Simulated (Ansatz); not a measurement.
A series of calculations on HfN₂H₅Cl₃

### Relaxation

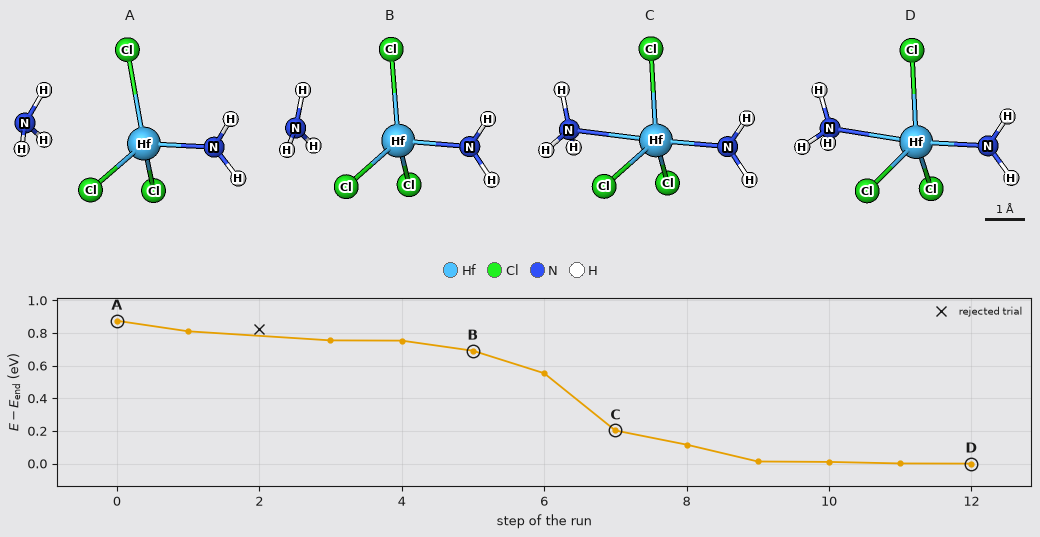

Frames of a relaxation of HfN₂H₅Cl₃, marked on the history of the run. A ball-and-stick model, seen at a tilt.

The run prepares an end point of a later path (reaction) calculation, from a guessed geometry.

All numbers below come from RKS PBE-D4/def2-SVP in Ansatz 0.2.0. Set-up: no spin polarisation; force threshold 0.03 eV/Å; at most 50 steps.

**Describe the path.**

The largest move after the best rigid fit is that of an N atom, 0.71 Å. By element the largest moves are N 0.71 Å, Cl 0.22 Å, H 0.22 Å, Hf 0.21 Å. Some distances before and after: Hf–N 3.405 → 2.496 Å, H–Hf 3.341 → 3.041 Å, H–Hf 3.227 → 3.006 Å, Cl–Hf 2.481 → 2.392 Å. New bonds form, among them: Hf–N (3.40 → 2.50 Å). Among the angles between lasting bonds that change: Cl–Hf–N 102.6° → 93.9°, Cl–Hf–Cl 119.9° → 124.2°, Cl–Hf–N 102.9° → 98.6°. After 11 accepted moves (12 points after the start) the energy has fallen by 0.876 eV. The largest force component goes from 1.2 to 0.019 eV/Å. The line search rejected the trial step at point 2 of the run. Cost: 30 s on 4 threads of Arm Neoverse V2 (shared host), peak memory 0.22 GiB. From step 0 to 5: an N atom moves most (0.32 Å), energy −0.184 eV. From step 5 to 7: an N atom moves most (0.39 Å), energy −0.489 eV. From step 7 to 12: a Cl atom moves most (0.20 Å), energy −0.203 eV.

Limits of the set-up: the start holds two separate molecules, 2.6 Å apart at their closest, whose relative position is a soft coordinate.

### Relaxation

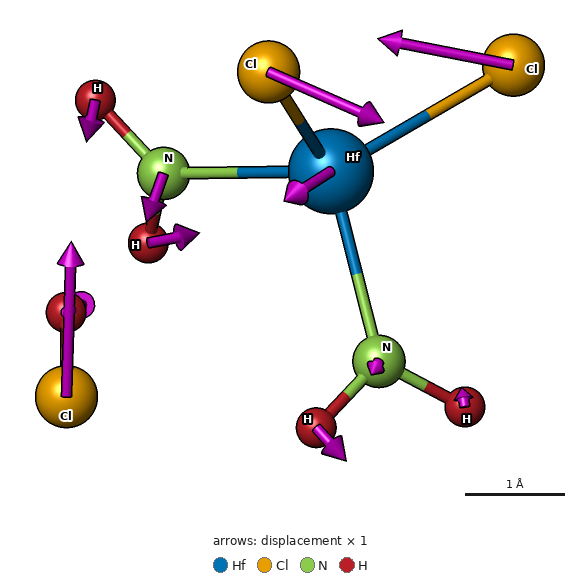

A relaxation of HfN2H5Cl3. The starting structure is drawn; purple arrows show the displacements, at their true length. The two geometries are superimposed by the best rigid fit.

A ball-and-stick model, seen at a tilt.

The run prepares an end point of a later path (reaction) calculation, from a guessed geometry.

The calculation used Ansatz, RKS PBE-D4/def2-SVP. Set-up: no spin polarisation; force threshold 0.03 eV/Å; at most 50 steps.

> Describe the change and its energy.

A Cl atom moves most after the best rigid fit: 1.64 Å. Largest moves by element: Cl 1.64 Å, H 1.46 Å, Hf 0.81 Å, N 0.54 Å. Near-neighbour distances that change, for instance: Cl–H 1.353 → 2.966 Å, Cl–Hf 3.722 → 2.406 Å, H–N 2.243 → 1.030 Å, Hf–N 2.160 → 2.427 Å. New bonds form, among them: Cl–Hf (3.72 → 2.41 Å), H–N (2.24 → 1.03 Å). Bonds break, among them: Cl–H (1.35 → 2.97 Å). Among the angles between lasting bonds that change: Cl–Hf–N 108.8° → 163.6°, Cl–Hf–N 111.9° → 78.4°, Cl–Hf–Cl 111.9° → 95.9°. The energy falls by 41.6 kcal/mol in 30 accepted moves (31 points after the start). The largest force component goes from 1.2 to 0.012 eV/Å. The line search rejected the trial step at point 21 of the run.

Limits of the set-up: the start holds two separate molecules, 2.2 Å apart at their closest, whose relative position is a soft coordinate.

### Path

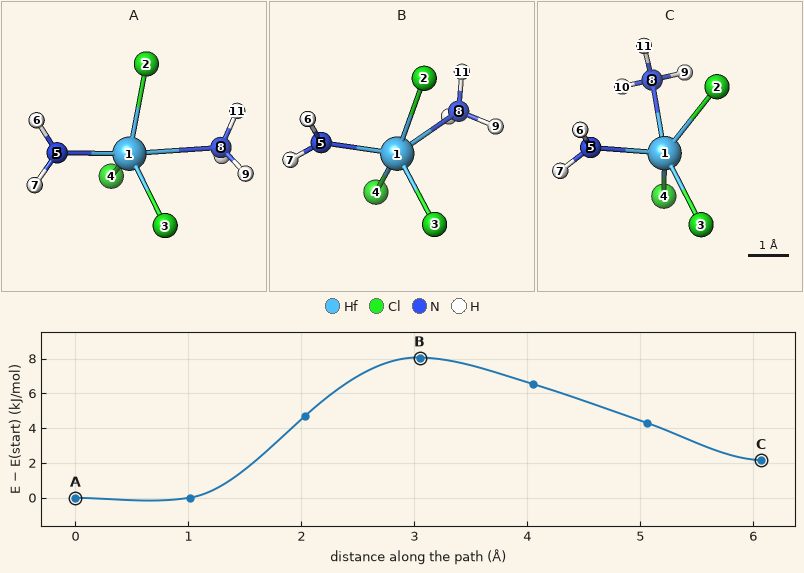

A nudged-elastic-band calculation for HfN2H5Cl3. Images are numbered from 0 (start) to 6 (end). Frames A to C are images 0, 3, 6. A ball-and-stick model, seen from a free direction.

All numbers below come from RKS PBE-D4/def2-SVP (Ansatz 0.2.0). Run with 5 movable images; climbing image; force threshold 0.05 eV/Å; iteration limit 60; starting path through a guess of the saddle point.

### Read off the barrier and say what moves.

The highest point, image 3, lies 8.1 kJ/mol above the start and 5.9 kJ/mol above the end; the end is at +2.2 kJ/mol relative to the start. No bond forms or breaks between the ends. Among the angles between lasting bonds that change up to the highest image: N5–Hf1–N8 174.0° → 134.6°, Cl2–Hf1–Cl4 117.8° → 149.4°. The band converged in 19 iterations. The largest component of the band force went from 4.3 to 0.037 eV/Å. The climbing image converged on the top of the path. Its vibrational analysis gives 2 imaginary modes over 30i cm⁻¹, so it isn't confirmed as a transition state.

The run took 3.5 min on 4 threads of Arm Neoverse V2 (shared host), peak memory 0.24 GiB.
